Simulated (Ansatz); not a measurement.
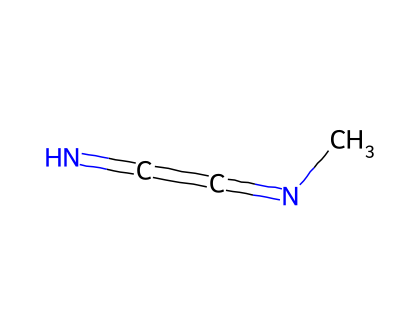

A structural formula.

> Transcribe the drawing into SMILES.

CN=C=C=N

> What is the molecular formula?

C3H4N2.

> An optimisation with PBE0-D4/def2-TZVP gave a structure of which point group?

Cs.

More results for the same structure follow; atom numbers are the same in all pictures, views and colours differ. The geometry was computed by an optimisation with PBE0-D4/def2-TZVP.

**Shape**

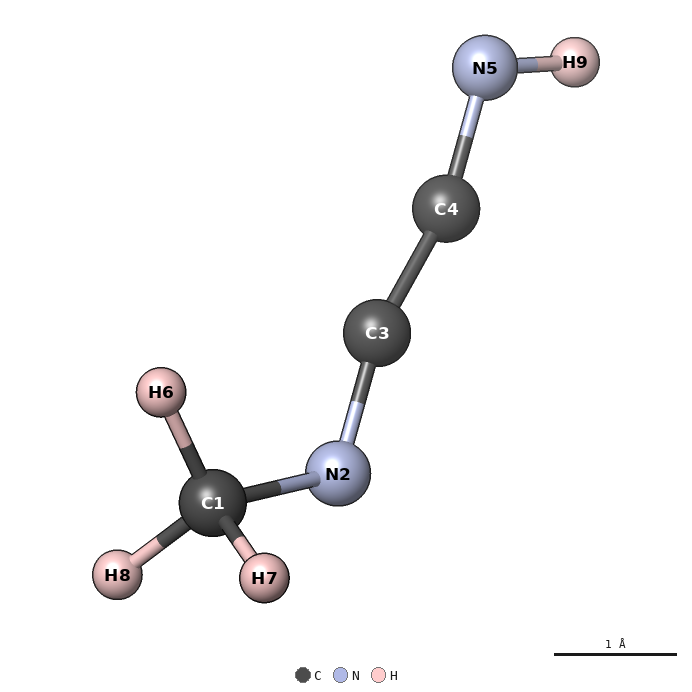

Atoms carry their numbers in the input.

What are the angles N2–C1–H6, N2–C1–H7, C1–N2–C3, N2–C3–C4, C3–C4–N5, C4–N5–H9?

```tsv
angle	degrees
N2–C1–H6	113.8
N2–C1–H7	108.1
C1–N2–C3	120.0
N2–C3–C4	163.3
C3–C4–N5	163.2
C4–N5–H9	112.7
```

**Levels of theory compared**

Program: Ansatz 0.2.0.

Compare dipole (D), HOMO–LUMO gap (eV) at these levels: B3LYP-D4/def2-TZVPP; PBE-D4/def2-TZVPP; r2SCAN-D4/def2-TZVPP; ωB97M-V/def2-TZVPP.

| level | dipole (D) | HOMO–LUMO gap (eV) |
| --- | --- | --- |
| B3LYP-D4/def2-TZVPP | 0.89 | 3.23 |
| PBE-D4/def2-TZVPP | 0.90 | 1.47 |
| r2SCAN-D4/def2-TZVPP | 0.93 | 1.75 |
| ωB97M-V/def2-TZVPP | 0.81 | 8.00 |

**Vibrations**

Harmonic vibrations computed with RKS PBE0-D4/def2-TZVP (Ansatz 0.2.0) at a stationary point of the same level.

> How many vibrational modes are there, and where do they lie?

21 modes: 139, 148, 252, 285, 494, 558, 761, 832, 1107, 1108, 1148, 1173, 1417, 1470, 1479, 1790, 2222, 3032, 3117, 3121, 3414 cm⁻¹.

**Charges**

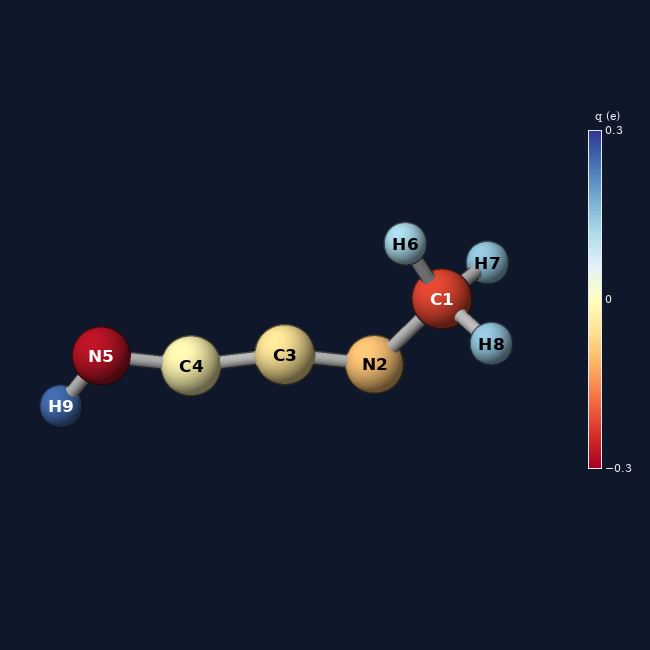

Atoms are coloured by their Mulliken charges. Method: RKS PBE0-D4/def2-TZVP (Ansatz 0.2.0).

Give the Mulliken charges atom by atom.

```
atom  value (e)
  C1      −0.22
  N2      −0.09
  C3      −0.05
  C4      −0.02
  N5      −0.27
  H6       0.12
  H7       0.14
  H8       0.14
  H9       0.25
```

**Thermal motion**

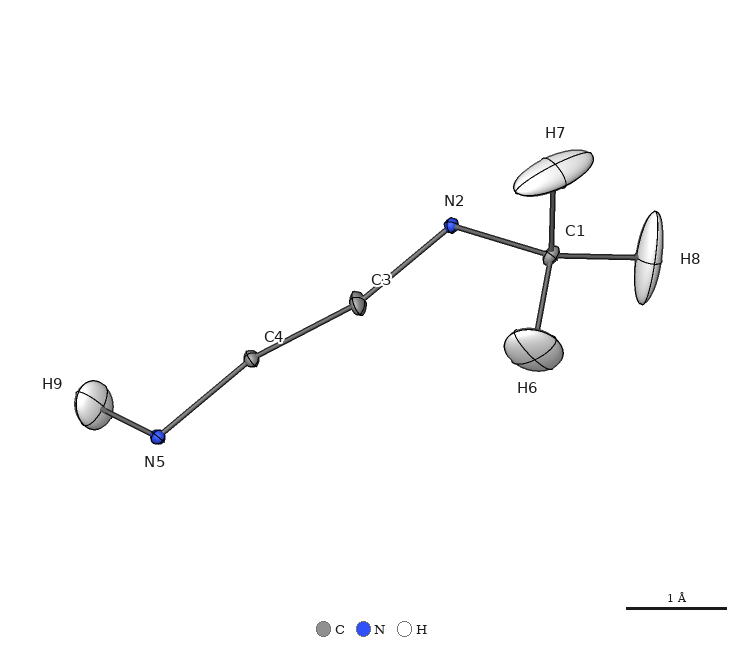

Displacement ellipsoids at the 50 % level, from the internal vibrations of the free molecule (harmonic, no overall translation or rotation; no half-axis is drawn under 0.075 Å). Vibrations computed with RKS PBE0-D4/def2-TZVP (Ansatz 0.2.0). Temperature: 200 K.

> Which atom has the largest mean-square displacement?

H7, H8, with U_eq = 0.0409 Å².

> Does H7 move more along its bond or across it?

Across it: the root-mean-square amplitude is 0.084 Å along the bond and up to 0.316 Å across, since bending and torsion are softer than stretching.

Give the displacement parameters, one line for each set of equivalent atoms.

| atom | U_eq (Å²) | rms amplitudes (Å) |
| --- | --- | --- |
| C1 | 0.0023 | 0.028, 0.033, 0.070 |
| N2 | 0.0018 | 0.029, 0.046, 0.051 |
| C3 | 0.0046 | 0.027, 0.070, 0.091 |
| C4 | 0.0027 | 0.029, 0.052, 0.067 |
| N5 | 0.0021 | 0.029, 0.045, 0.058 |
| H6 | 0.0295 | 0.083, 0.172, 0.228 |
| H7, H8 | 0.0409 | 0.083, 0.128, 0.316 |
| H9 | 0.0206 | 0.083, 0.152, 0.179 |

Mulliken values depend strongly on the basis set and can even reverse the polarity of a bond.
